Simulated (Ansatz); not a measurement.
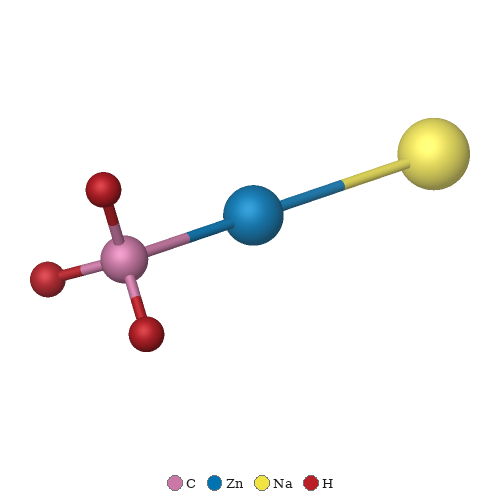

Rendered structure (ball-and-stick style). Every bond is drawn as one stick, whatever its order.

Computed geometry: PBE0-D4/def2-TZVP optimisation. No frequency run is at hand to confirm it as a minimum.

Question: Count the atoms of each element.

Answer: CH3NaZn, 6 atoms: 1 carbon, 3 hydrogen, 1 sodium and 1 zinc.

Question: How many bonds of each kind are drawn?

Answer: 3 C–H, 1 C–Zn, 1 Na–Zn. Sticks follow a distance rule.

The parts below concern this one geometry. Atoms keep their numbers from picture to picture.

### Dipole moment

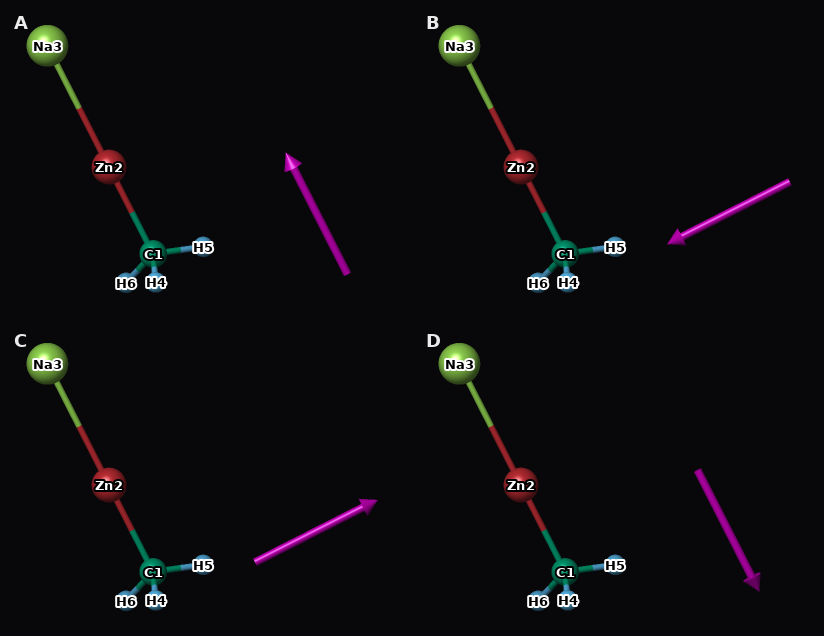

The same molecule four times, each with an arrow. No frequency run is at hand to confirm it as a minimum. Method: RKS PBE0-D4/def2-TZVP (Ansatz 0.2.0).

Question: Which arrow points along the dipole moment, from the negative to the positive end?

Answer: A. The dipole moment is 5.46 D; it points from the side of H4, H5, H6 to the side of Na3 (the outermost atoms at the two ends).

### Electronic properties

No frequency run is at hand to confirm it as a minimum. Properties computed with RKS PBE0-D4/def2-TZVPP (Ansatz 0.2.0).

What does the calculation give?

- HOMO energy (Kohn–Sham orbital): −4.37 eV
- LUMO energy (Kohn–Sham orbital): −1.28 eV
- HOMO–LUMO gap: 3.09 eV

### Charges

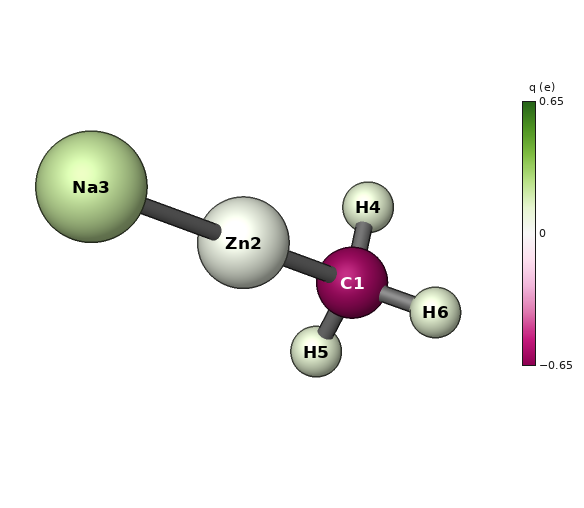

Atoms are coloured by their Mulliken charges. No frequency run is at hand to confirm it as a minimum. Level of theory: RKS PBE0-D4/def2-TZVP (Ansatz 0.2.0).

List the Mulliken charges.

```tsv
atom	value (e)
C1	−0.61
Zn2	0.05
Na3	0.21
H4	0.11
H5	0.11
H6	0.11
```

Mulliken values depend strongly on the basis set and can even reverse the polarity of a bond.
